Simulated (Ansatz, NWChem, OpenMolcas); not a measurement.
# A small benchmark: atomisation enthalpy at 298 K

9 molecules without hydrogen; the atomisation enthalpy at 298 K in kJ/mol, computed less measured. Shapes, held fixed at every level: PBE0-D4/def2-TZVP. Thermal terms are harmonic and unscaled (PBE0-D4/def2-TZVP); the spin-orbit lowering of the free atoms is taken from their spectra. Programs: Ansatz 0.2.0, NWChem 7.3.0, OpenMolcas 26.06. A level may come from different programs for different species; with the same settings they agree closely. Measured values: Active Thermochemical Tables, CRC Handbook of Chemistry and Physics, NIST-JANAF tables.

Levels: A = HF/3-21G; B = HF/def2-TZVPP; C = B3LYP/6-31G* (Cartesian functions); D = wB97M-V/cc-pVDZ.

```json
{"molecule": "AsF3 (arsenic trifluoride)", "from tabulated heats": "1326", "A": "-660", "B": "-537", "C": "-19", "D": "-52"}
{"molecule": "BBr2F (dibromofluoroborane)", "from tabulated heats": "1388", "A": "-495", "B": "-375", "C": "-28", "D": "-15"}
{"molecule": "BBrCl2 (bromodichloroborane)", "from tabulated heats": "1262", "A": "-507", "B": "-333", "C": "-46", "D": "0"}
{"molecule": "CBr2ClF (dibromochlorofluoromethane)", "from tabulated heats": "1329", "A": "-807", "B": "-610", "C": "-76", "D": "-35"}
{"molecule": "CBr2F2 (dibromodifluoromethane)", "from tabulated heats": "1484", "A": "-812", "B": "-635", "C": "-35", "D": "-19"}
{"molecule": "CBrCl2F (bromodichlorofluoromethane)", "from tabulated heats": "1391", "A": "-857", "B": "-608", "C": "-78", "D": "-27"}
{"molecule": "CBrClF2 (SMILES FC(F)(Cl)Br)", "from tabulated heats": "1551", "A": "-865", "B": "-635", "C": "-42", "D": "-15"}
{"molecule": "SiCl4 (silicon tetrachloride)", "from tabulated heats": "1598", "A": "-902", "B": "-433", "C": "-163", "D": "-65"}
{"molecule": "C2F3N (cyanotrifluoromethane)", "from tabulated heats": "2640", "A": "-1261", "B": "-1003", "C": "+1", "D": "+5"}
```

**Question.** Which level does best on this set, which worst, and which err to one side?

**Answer.** 
| level | kind | mean error | mean absolute error | worst case |
| --- | --- | --- | --- | --- |
| HF/3-21G | Hartree–Fock | -796.2 | 796.2 | C2F3N |
| HF/def2-TZVPP | Hartree–Fock | -574.3 | 574.3 | C2F3N |
| B3LYP/6-31G* (Cartesian functions) | global hybrid | -54.0 | 54.2 | SiCl4 |
| wB97M-V/cc-pVDZ | range-separated hybrid | -24.8 | 25.9 | SiCl4 |

On this set wB97M-V/cc-pVDZ has the smallest mean absolute error and HF/3-21G the largest. HF/3-21G is too low in 9 of 9; HF/def2-TZVPP is too low in 9 of 9; B3LYP/6-31G* (Cartesian functions) is too low in 8 of 9; wB97M-V/cc-pVDZ is too low in 7 of 9. The heats of C2F3N come from older tables and can be uncertain by 10 kJ/mol or more. The molecules' own spin-orbit binding is left out, so errors for heavy halides read too negative. Heats of the atoms come from ATcT where it has them, that of boron, 570 kJ/mol, from recent work. The levels differ in basis as well as in method. With so many references in doubt the order of the levels isn't settled. The tabulated values of AsF3, BBr2F, BBrCl2 are in doubt (older tables, estimates, or at odds with other calculations) and kept here. Over the 6 molecules whose values aren't doubted the mean absolute errors are A 917.3; B 654.0; C 65.8; D 27.7. A functional in a double-zeta set wins here by errors that cancel. For HF/3-21G the error tends to grow with the atomisation enthalpy. Hartree–Fock lacks correlation and underbinds. Relativity is left out for As, Br. The set is small.

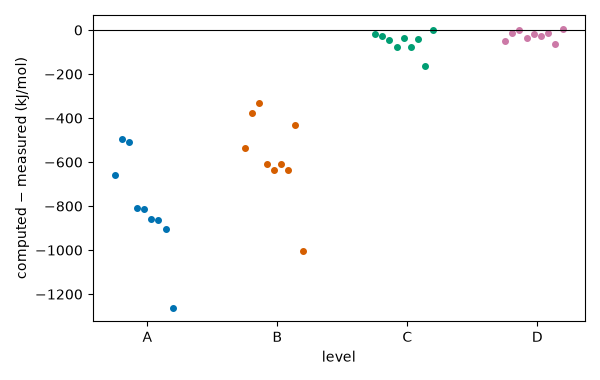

Errors of each level, one point a molecule.
